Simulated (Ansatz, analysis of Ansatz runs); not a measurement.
# Na2WO4 (Fd-3m), nudged elastic band: Na_i by the interstitialcy path (q = +1)

Aim: the barrier of one jump in Na2WO4 (Fd-3m) at charge +1: Na_i by the interstitialcy path. The model is a cell of 56 host atoms with 1 Na put in; Na is the atom that moves.

Calculated with Ansatz 0.2.0; plane-wave PAW DFT, PBEsol; nudged elastic band between two relaxed defect structures at fixed charge in a uniform background.

### 1. Set-up

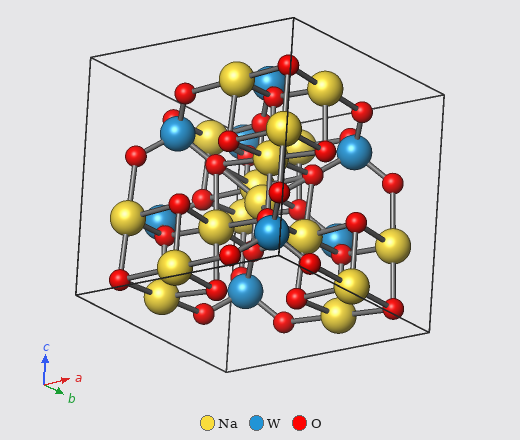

The cell as given, from a free direction (sodium yellow, tungsten blue, oxygen red).

The cell holds 57 atoms: 17 Na, 8 W and 32 O. Its edges and angles: a = 9.109 Å, b = 9.109 Å, c = 9.109 Å, α = 90.0°, β = 90.0°, γ = 90.0°. It derives from Na2WO4 (space group Fd-3m). Nearest the centre at fractional (0.188, 0.312, 0.312): Na1 at 0.99 Å, Na57 at 0.99 Å, O45 at 2.05 Å, O49 at 2.05 Å, O53 at 2.05 Å, Na9 at 2.48 Å, Na13 at 2.48 Å, Na5 at 2.48 Å. The cell carries charge +1.

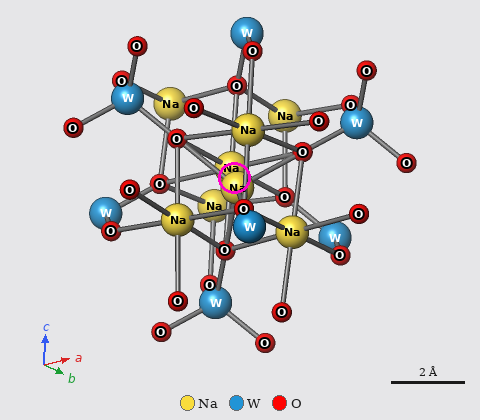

The atoms within 5 Å of the centre. A ring marks the middle of the ideal hop wherever no atom is near it.

The cell's shortest repeat is 9.1 Å.

### 2. Relaxation of the start point, charge +1

The ends come first: from an unrelaxed start the top is counted from too high an energy, and the barrier comes out too low. Small random displacements break the symmetry of the ideal sites, so that the defect can distort if it gains by it. The charge of +1 is set by the electron count, and a uniform background keeps the cell neutral.

qp1.start/input.yaml

```yaml
crystal:
  lattice:
    - [9.1091061, 0.0, 0.0]
    - [0.0, 9.1091061, 0.0]
    - [0.0, 0.0, 9.1091061]
  atoms:
    - { symbol: Na, position: [0.125, 0.375, 0.375] }
    - { symbol: Na, position: [0.125, 0.875, 0.875] }
    - { symbol: Na, position: [0.625, 0.375, 0.875] }
    - { symbol: Na, position: [0.625, 0.875, 0.375] }
    - { symbol: Na, position: [0.375, 0.125, 0.375] }
    - { symbol: Na, position: [0.375, 0.625, 0.875] }
    - { symbol: Na, position: [0.875, 0.125, 0.875] }
    - { symbol: Na, position: [0.875, 0.625, 0.375] }
    - { symbol: Na, position: [0.375, 0.375, 0.125] }
    - { symbol: Na, position: [0.375, 0.875, 0.625] }
    - { symbol: Na, position: [0.875, 0.375, 0.625] }
    - { symbol: Na, position: [0.875, 0.875, 0.125] }
    - { symbol: Na, position: [0.125, 0.125, 0.125] }
    - { symbol: Na, position: [0.125, 0.625, 0.625] }
    - { symbol: Na, position: [0.625, 0.125, 0.625] }
    - { symbol: Na, position: [0.625, 0.625, 0.125] }
    - { symbol: W, position: [0.25, 0.25, 0.75] }
    - { symbol: W, position: [0.25, 0.75, 0.25] }
    - { symbol: W, position: [0.75, 0.25, 0.25] }
    - { symbol: W, position: [0.75, 0.75, 0.75] }
    - { symbol: W, position: [0.0, 0.0, 0.5] }
    - { symbol: W, position: [0.0, 0.5, 0.0] }
    - { symbol: W, position: [0.5, 0.0, 0.0] }
    - { symbol: W, position: [0.5, 0.5, 0.5] }
    - { symbol: O, position: [0.36328797, 0.13671203, 0.63671203] }
    - { symbol: O, position: [0.36328797, 0.63671203, 0.13671203] }
    - { symbol: O, position: [0.86328797, 0.13671203, 0.13671203] }
    - { symbol: O, position: [0.86328797, 0.63671203, 0.63671203] }
    - { symbol: O, position: [0.13671203, 0.36328797, 0.63671203] }
    - { symbol: O, position: [0.13671203, 0.86328797, 0.13671203] }
    - { symbol: O, position: [0.63671203, 0.36328797, 0.13671203] }
    - { symbol: O, position: [0.63671203, 0.86328797, 0.63671203] }
    - { symbol: O, position: [0.13671203, 0.13671203, 0.86328797] }
    - { symbol: O, position: [0.13671203, 0.63671203, 0.36328797] }
    - { symbol: O, position: [0.63671203, 0.13671203, 0.36328797] }
    - { symbol: O, position: [0.63671203, 0.63671203, 0.86328797] }
    - { symbol: O, position: [0.36328797, 0.36328797, 0.86328797] }
    - { symbol: O, position: [0.36328797, 0.86328797, 0.36328797] }
    - { symbol: O, position: [0.86328797, 0.36328797, 0.36328797] }
    - { symbol: O, position: [0.86328797, 0.86328797, 0.86328797] }
    - { symbol: O, position: [0.38671203, 0.11328797, 0.11328797] }
    - { symbol: O, position: [0.38671203, 0.61328797, 0.61328797] }
    - { symbol: O, position: [0.88671203, 0.11328797, 0.61328797] }
    - { symbol: O, position: [0.88671203, 0.61328797, 0.11328797] }
    - { symbol: O, position: [0.11328797, 0.38671203, 0.11328797] }
    - { symbol: O, position: [0.11328797, 0.88671203, 0.61328797] }
    - { symbol: O, position: [0.61328797, 0.38671203, 0.61328797] }
    - { symbol: O, position: [0.61328797, 0.88671203, 0.11328797] }
    - { symbol: O, position: [0.11328797, 0.11328797, 0.38671203] }
    - { symbol: O, position: [0.11328797, 0.61328797, 0.88671203] }
    - { symbol: O, position: [0.61328797, 0.11328797, 0.88671203] }
    - { symbol: O, position: [0.61328797, 0.61328797, 0.38671203] }
    - { symbol: O, position: [0.38671203, 0.38671203, 0.38671203] }
    - { symbol: O, position: [0.38671203, 0.88671203, 0.88671203] }
    - { symbol: O, position: [0.88671203, 0.38671203, 0.88671203] }
    - { symbol: O, position: [0.88671203, 0.88671203, 0.38671203] }
    - { symbol: Na, position: [0.25, 0.25, 0.25] }
total_charge: 1
basis:
  ecutwfc: 420
  xc_grid: 2
hamiltonian:
  xc: pbesol
kpoints:
  mp_grid: { grid: [1, 1, 1], shift: [0.25, 0.25, 0.25] }
scf:
  occupations: { method: fixed }
  max_iter: 100
output:
  forces: true
relax:
  f_tol: 0.02
  max_steps: 70
  random_displacement: { amplitude: 0.03, seed: 101 }
```

On the command line:

```
$ ansatz run input.yaml --threads 8 --pin off --max-ram 14131MiB --backend cpu --events-out ev --progress --plain --runs-dir out
```

Numbers of over 12 decimals in the logs are rounded to 6 here.

Output:

```text
[... repeated set-up lines and file paths are left out, and long positions are rounded to six places ...]
The last accepted step is kept in <dir> (removed where the run ends without a failure and the disk answers)
Engine: ansatz 0.2.0, aarch64-unknown-linux-gnu
Pseudopotentials: kind: paw
Pseudopotential: Na, paw, valence charge 9, recommended cutoff 420 eV (normal), Na.paw.azcp
Pseudopotential: W, paw, valence charge 14, recommended cutoff 420 eV (normal), W.paw.azcp
Pseudopotential: O, paw, valence charge 6, recommended cutoff 420 eV (normal), O.paw.azcp
Functional definition: PBEsol
  exchange = pbesol_x
  correlation = pbesol_c
Crystal: 57 atoms, lattice volume = 755.835 Å³
Basis set: ecut = 420 eV, 14771 PW (Γ), exchange–correlation on 128×128×128 points (8 copies of the dense FFT grid, shifted against one another)
Bands: 285, of which v1, the nominal top of the filled ones, is band 228 counted from 1 (227 counted from 0)
Symmetry: 1 space group operations
k-points: 1
Non-local potential: Na, projectors of the file, l = 0: 3, l = 1: 2, l = 2: 1
Non-local potential: W, projectors of the file, l = 0: 3, l = 1: 2, l = 2: 2, l = 3: 1
Non-local potential: O, projectors of the file, l = 0: 2, l = 1: 2, l = 2: 1
PAW form: soft (Blöchl's): semilocal exchange-correlation on the pseudo side does not see the compensation charge
PAW frozen core: Na, regenerated for the run's functional, and the local potential with it (the file was generated under x = pbe(κ = 0.804, μ = 0.219515), c = pbe(β = 0.066725))
PAW frozen core: W, regenerated for the run's functional, and the local potential with it (the file was generated under x = pbe(κ = 0.804, μ = 0.219515), c = pbe(β = 0.066725))
PAW frozen core: O, regenerated for the run's functional, and the local potential with it (the file was generated under x = pbe(κ = 0.804, μ = 0.219515), c = pbe(β = 0.066725))
PAW one-centre angular grid: Na, 110 points (default); XC on 64 Gauss nodes
PAW one-centre angular grid: W, 590 points (default); XC on 64 Gauss nodes
PAW one-centre angular grid: O, 110 points (default); XC on 64 Gauss nodes
Initial density: superposition of atomic densities (neutral atoms scaled as one to the charged cell's electrons: chi_scale 0, normalization atom), corrected by the library's trained network
Initial wavefunctions: pseudopotential atomic-orbital guess
Functional: x = pbesol(κ = 0.804, μ = 0.123457), c = pbesol(β = 0.046)
SCF iter   1: F=—  HF=-131963.695343 eV  |F-HF|=—  |Δ(HF+E_count)|=         —  Δρ=1.12e0  dr2=5.69e4  ethr=1.77e-3  ⟨swp⟩=48.0  Hψ=6804  notcnv=0  defer=56
preconditioner: auto → Resta (q_TF=auto, 2.508 Å⁻¹)  ε∞=2.1  [insulator: Δε(μ)=0.073 eV  Ē_g=21.830 eV  n_scr=202 (ndim 8)  ℏωp=23.2 eV  f_vac=0.158  ε∞_Penn≈2.1  vacuum switching on, ρ_ref=3.5e-2 e/Å³]
SCF iter   2: F=—  HF=-134531.318291 eV  |F-HF|=—  |Δ(HF+E_count)|=    2.57e3  Δρ=1.06e0  dr2=4.51e4  ethr=1.77e-3  ⟨swp⟩=46.0  Hψ=7681  notcnv=29  defer=57
SCF iter   3: F=—  HF=-126864.020791 eV  |F-HF|=—  |Δ(HF+E_count)|=    7.67e3  Δρ=6.84e-1  dr2=8.87e3  ethr=1.77e-3  ⟨swp⟩=23.0  Hψ=6057  notcnv=0  defer=55
SCF iter   4: F=—  HF=-125561.260823 eV  |F-HF|=—  |Δ(HF+E_count)|=    1.30e3  Δρ=3.82e-1  dr2=1.89e3  ethr=1.77e-3  ⟨swp⟩=23.0  Hψ=4371  notcnv=0  defer=57
SCF iter   5: F=—  HF=-125298.183333 eV  |F-HF|=—  |Δ(HF+E_count)|=    2.63e2  Δρ=2.46e-1  dr2=5.91e2  ethr=1.77e-3  ⟨swp⟩=12.0  Hψ=2325  notcnv=0  defer=55
SCF iter   6: F=—  HF=-125192.819705 eV  |F-HF|=—  |Δ(HF+E_count)|=    1.05e2  Δρ=1.32e-1  dr2=1.59e2  ethr=1.77e-3  ⟨swp⟩=8.0  Hψ=772  notcnv=0  defer=55
SCF iter   7: F=—  HF=-125171.534689 eV  |F-HF|=—  |Δ(HF+E_count)|=    2.13e1  Δρ=1.18e-1  dr2=2.64e2  ethr=1.77e-3  ⟨swp⟩=10.0  Hψ=695  notcnv=0  defer=55
SCF iter   8: F=—  HF=-125138.637550 eV  |F-HF|=—  |Δ(HF+E_count)|=    3.29e1  Δρ=4.78e-2  dr2=2.37e1  ethr=1.77e-3  ⟨swp⟩=6.0  Hψ=746  notcnv=0  defer=55
SCF iter   9: F=—  HF=-125134.734445 eV  |F-HF|=—  |Δ(HF+E_count)|=    3.90e0  Δρ=3.10e-2  dr2=9.14e0  ethr=1.77e-3  ⟨swp⟩=5.0  Hψ=645  notcnv=0  defer=54
SCF iter  10: F=—  HF=-125133.235674 eV  |F-HF|=—  |Δ(HF+E_count)|=    1.50e0  Δρ=1.63e-2  dr2=2.95e0  ethr=1.77e-3  ⟨swp⟩=3.0  Hψ=493  notcnv=0  defer=55
SCF iter  11: F=—  HF=-125132.657149 eV  |F-HF|=—  |Δ(HF+E_count)|=   5.79e-1  Δρ=6.57e-3  dr2=5.02e-1  ethr=6.47e-4  ⟨swp⟩=8.0  Hψ=816  notcnv=0  defer=55
SCF iter  12: F=—  HF=-125132.552397 eV  |F-HF|=—  |Δ(HF+E_count)|=   1.05e-1  Δρ=2.72e-3  dr2=7.17e-2  ethr=1.10e-4  ⟨swp⟩=8.0  Hψ=365  notcnv=0  defer=57
SCF iter  13: F=—  HF=-125132.539903 eV  |F-HF|=—  |Δ(HF+E_count)|=   1.25e-2  Δρ=1.32e-3  dr2=1.49e-2  ethr=1.57e-5  ⟨swp⟩=6.0  Hψ=476  notcnv=0  defer=57
SCF iter  14: F=—  HF=-125132.538035 eV  |F-HF|=—  |Δ(HF+E_count)|=   1.87e-3  Δρ=6.55e-4  dr2=3.73e-3  ethr=3.26e-6  ⟨swp⟩=5.0  Hψ=399  notcnv=0  defer=57
SCF iter  15: F=—  HF=-125132.546381 eV  |F-HF|=—  |Δ(HF+E_count)|=   8.35e-3  Δρ=2.46e-4  dr2=4.44e-4  ethr=8.17e-7  ⟨swp⟩=4.0  Hψ=740  notcnv=0  defer=55
SCF iter  16: F=—  HF=-125132.546359 eV  |F-HF|=—  |Δ(HF+E_count)|=   2.19e-5  Δρ=7.86e-5  dr2=3.64e-5  ethr=9.74e-8  ⟨swp⟩=2.0  Hψ=397  notcnv=0  defer=55
SCF iter  17: F=—  HF=-125132.546367 eV  |F-HF|=—  |Δ(HF+E_count)|=   8.33e-6  Δρ=6.30e-5  dr2=3.35e-5  ethr=2.19e-9  ⟨swp⟩=7.0  Hψ=1044  notcnv=0
SCF iter  18: F=-125132.546362 eV  HF=-125132.546362 eV  |F-HF|=4.43e-7  |Δ(HF+E_count)|=   4.91e-6  Δρ=1.49e-5  dr2=1.43e-6  ethr=2.19e-9  ⟨swp⟩=4.0  Hψ=993  notcnv=0
SCF 1 converged in 18 iterations: F = -125132.546362 eV  dr2 = 1.43e-6
  greatest PAW one-centre occupation: 1.001 electrons in one spin orbital (limit 2), on the Na atom at site 0 (counted from 0), in its partial waves of l = 1
relax step   1: F+E_penalty+E_count = -125132.54636161 eV  Δ(F+E_penalty+E_count) = +0.000e0 eV  max|allowed force component| = 3.337e0 eV/Å  Δτ_max = 0.0000 Å  (18 SCF iters, dr2 threshold 1.00e-5 eV, accepted)
[... the SCF cycles and remarks between the steps are left out from here to the last step ...]
relax step   2: F+E_penalty+E_count = -125134.14729229 eV  Δ(F+E_penalty+E_count) = -1.601e0 eV  max|allowed force component| = 1.252e0 eV/Å  Δτ_max = 0.1044 Å  (7 SCF iters, dr2 threshold 1.00e-4 eV, accepted)
relax step   3: F+E_penalty+E_count = -125135.10361757 eV  Δ(F+E_penalty+E_count) = -9.563e-1 eV  max|allowed force component| = 3.275e-1 eV/Å  Δτ_max = 0.2000 Å  (7 SCF iters, dr2 threshold 9.80e-5 eV, accepted)
relax step   4: F+E_penalty+E_count = -125135.21445307 eV  Δ(F+E_penalty+E_count) = -1.108e-1 eV  max|allowed force component| = 8.634e-2 eV/Å  Δτ_max = 0.1200 Å  (7 SCF iters, dr2 threshold 7.34e-6 eV, accepted)
relax step   5: F+E_penalty+E_count = -125135.21931382 eV  Δ(F+E_penalty+E_count) = -4.861e-3 eV  max|allowed force component| = 9.775e-3 eV/Å  Δτ_max = 0.0194 Å  (7 SCF iters, dr2 threshold 5.10e-7 eV, accepted)
iter 1 solved again at ethr=3.43e-10 eV; its pass at ethr=3.10e-3 eV (dr2=1.56e-6 eV) is discarded
SCF iter   1: F=—  HF=-125135.214378 eV  |F-HF|=—  |Δ(HF+E_count)|=         —  Δρ=1.79e-5  dr2=1.61e-6  ethr=3.43e-10  ⟨swp⟩=2.0  Hψ=757  notcnv=0  defer=40
SCF iter   2: F=—  HF=-125135.219314 eV  |F-HF|=—  |Δ(HF+E_count)|=   4.94e-3  Δρ=1.07e-5  dr2=6.06e-7  ethr=3.43e-10  ⟨swp⟩=3.0  Hψ=578  notcnv=0  defer=40
SCF iter   3: F=—  HF=-125135.219314 eV  |F-HF|=—  |Δ(HF+E_count)|=   3.61e-8  Δρ=5.75e-6  dr2=1.75e-7  ethr=1.33e-10  ⟨swp⟩=2.0  Hψ=340  notcnv=0  defer=40
SCF iter   4: F=-125135.219314 eV  HF=-125135.219314 eV  |F-HF|=4.02e-8  |Δ(HF+E_count)|=   5.29e-8  Δρ=4.08e-6  dr2=8.88e-8  ethr=2.19e-11  ⟨swp⟩=3.0  Hψ=732  notcnv=0
SCF 6 converged in 4 iterations: F = -125135.219314 eV  dr2 = 8.88e-8
relax step   6: F+E_penalty+E_count = -125135.21931385 eV  Δ(F+E_penalty+E_count) = -2.964e-8 eV  max|allowed force component| = 9.773e-3 eV/Å  Δτ_max = 0.0000 Å  (4 SCF iters, accepted)
SCF converged after 4 iterations
Free energy (F): -125135.219314 eV
Harris-Foulkes:  -125135.219314 eV  (|F-HF|=4.02e-8)
Internal energy: -125135.219314 eV  (E = F + TS)
E sigma→0 (E₀):  -125135.219314 eV
Fermi energy:    4.535046 eV
--- Per-component energies (eV) ---
  E_band       = -5924.014745
  E_kinetic    = 11211.068293
  E_local      = -41056.970510  (includes V_loc(G=0)·N_el)
  E_nonlocal   = 3536.531318
  E_hartree    = 14453.302146
  E_xc         = -5083.998478
  E_vxc        = -5713.449433  (∫ρ·V_xc dr)
  E_paw        = -76663.960513  (= ΣΔE_a)
  E_vpaw       = -2807.867240  (= ΣTr[D̂ρ^β])
  E_aug_tail   = 0.078907  (compensation charges beyond the density's cutoff)
  E_ewald      = -31535.103821
  E_core_change = 3.833345  (= ΣΔE_core)
  E_smearing   = -0.000000  (= −TS)
  E_closure    = 0.000000  (closes the sum)
  E_deformation_potential = 14.543803  (in the stress; not in F)
  Σ components = -125135.219314   (vs F -125135.219314, Δ=0.00e0)
--- Forces (eV/Å), atoms counted from 1 ---
  atom   1  Na    -0.00017136    -0.00063300    -0.00190438
  atom   2  Na    -0.00112874    -0.00006813     0.00067510
  [... 2 atoms left out ...]
  atom   5  Na    -0.00067536     0.00065249    -0.00169305
  [... 3 atoms left out ...]
  atom   9  Na    -0.00189519    -0.00026977     0.00025244
  [... 3 atoms left out ...]
  atom  13  Na    -0.00054390     0.00183656     0.00044528
  [... 15 atoms left out ...]
  atom  29  O      0.00002734     0.00110022     0.00010650
  [... 9 atoms left out ...]
  atom  39  O      0.00479723     0.00082950     0.00373228
  [... 5 atoms left out ...]
  atom  45  O     -0.00932046     0.00858917    -0.00977336
  [... 3 atoms left out ...]
  atom  49  O     -0.00873774    -0.00713774     0.00616328
  [... 3 atoms left out ...]
  atom  53  O      0.00565586     0.00797277     0.00556597
  [... 3 atoms left out ...]
  atom  57  Na     0.00224731    -0.00132400     0.00275282
  max |Σ_I F_I| component: 4.36e-5 eV/Å
--- Relaxed structure (6 steps of the walk, 6 accepted, 0 SCFs on fresh bases) ---
  F+E_penalty+E_count = -125135.21931385 eV   max|allowed force component| = 9.773e-3 eV/Å
  atoms:
    - { symbol: Na, position: [0.100743, 0.399511, 0.399616] }
    - { symbol: Na, position: [0.124047, 0.871503, 0.871219] }
    [... 2 atoms left out ...]
    - { symbol: Na, position: [0.399137, 0.101131, 0.399461] }
    [... 3 atoms left out ...]
    - { symbol: Na, position: [0.399472, 0.399583, 0.100916] }
    [... 3 atoms left out ...]
    - { symbol: Na, position: [0.101099, 0.101151, 0.101303] }
    [... 15 atoms left out ...]
    - { symbol: O, position: [0.135698, 0.364788, 0.639471] }
    [... 9 atoms left out ...]
    - { symbol: O, position: [0.860807, 0.364835, 0.364631] }
    [... 5 atoms left out ...]
    - { symbol: O, position: [0.114802, 0.385940, 0.114999] }
    [... 3 atoms left out ...]
    - { symbol: O, position: [0.114991, 0.115267, 0.385637] }
    [... 3 atoms left out ...]
    - { symbol: O, position: [0.385658, 0.385900, 0.385829] }
    [... 3 atoms left out ...]
    - { symbol: Na, position: [0.250242, 0.250848, 0.250316] }
```

Run time: 54 s. Hardware: 8 threads of Arm Neoverse V2, shared host; peak memory 1.4 GiB; 6.7 min of CPU time.

Step by step:

```
step  energy less that of the first step (eV)  largest force component (eV/Å)
   1                                   0.0000                          3.3373
   2                                  -1.6009                          1.2523
   3                                  -2.5573                          0.3275
   4                                  -2.6681                          0.0863
   5                                  -2.6730                          0.0098
   6                                  -2.6730                          0.0098
```

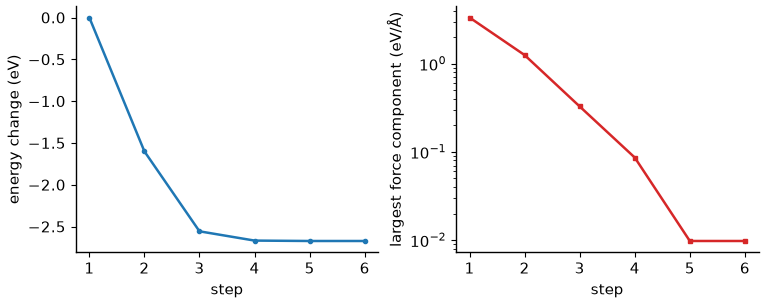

Energy and largest force along the relaxation.

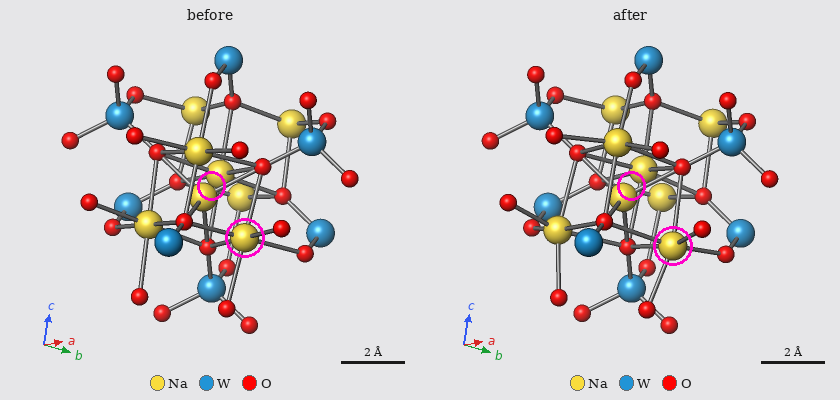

Before and after: the atoms that start within 5 Å of the centre. Na9, which moves most, is ringed if it is among them. A ring with no atom in it marks the middle of the ideal hop.

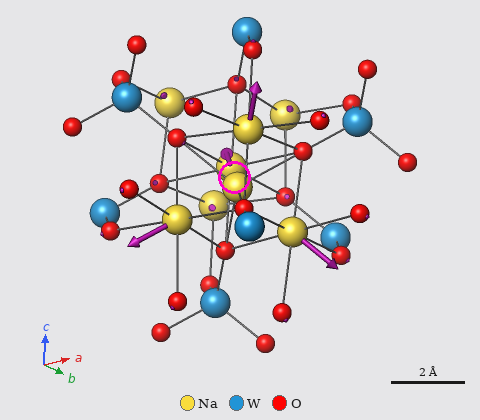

Displacements in the relaxation from the typed sites near the centre, exaggerated, the mean shift taken out; the longest in the cell stands for 0.38 Å. A ring marks the middle of the ideal hop wherever no atom is near it.

The atoms that moved most (Å, from the sites as typed, ahead of the random displacement, the mean shift of all atoms taken out):

```
atom      dx      dy      dz  length
 Na9   0.221   0.219  -0.222   0.383
 Na1  -0.222   0.219   0.221   0.382
 Na5   0.218  -0.222   0.220   0.381
Na13  -0.219  -0.222  -0.219   0.381
 Na3   0.037   0.011  -0.037   0.054
Na11  -0.037   0.011   0.037   0.054
Na10   0.011  -0.037   0.037   0.054
Na12  -0.037  -0.037  -0.010   0.053
```

Neighbours of Na57 at the end:

```
atom  distance (Å)
 O45         2.134
 O53         2.135
 O41         2.136
 O49         2.136
 Na9         2.353
 Na1         2.353
 Na5         2.355
Na13         2.355
```

This step gave:

```
free energy                                                                                       : -125135.2193 eV
r.m.s. move of the farther half of the atoms                                                      : 0.03359 Å
largest move from the ideal geometry of this structure, a common shift of the far atoms taken out : 0.3824 Å
```

The relaxation gained 2.673 eV and ended with a largest force component of 0.0098 eV/Å.

[end of part 1 of 4]

[Logs are printed without paths, hosts, clocks, repeated set-up lines and the standing remarks that a program may print on its own settings, such as how far it seeks lower states.]

[Hosts, paths, dates, database ids (printed as entryN), source tags and the programs' standing remarks are cut or masked in the printed files.]
